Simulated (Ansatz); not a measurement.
Base system: Ga2O3 in the corundum structure (space group R-3c, No. 167; a = 4.950 Å, c = 13.306 Å (hexagonal axes)). Axes: x lies along a and z along c of the hexagonal cell.

One thing is altered: uniaxial strain ε_xx = +1.50 %, all other strain components held at zero; the atoms relax in the strained cell.

All numbers come from LDA, PAW, 420 eV (Ansatz, a first-principles code; no SOC).

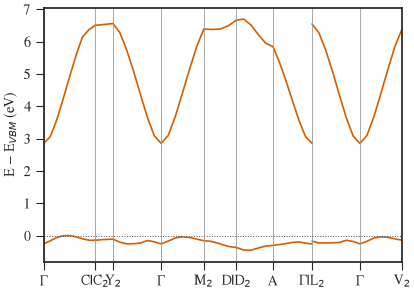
Figure. Highest valence and lowest conduction band along the path of the changed cell's own zone

From the figure, how large is the changed gap, and is it direct?

About 2.9 eV, indirect, Γ–C (50 % along) → Γ.

Stability against distortions was not tested. Labels are those of the standard path for the cell's own space group.
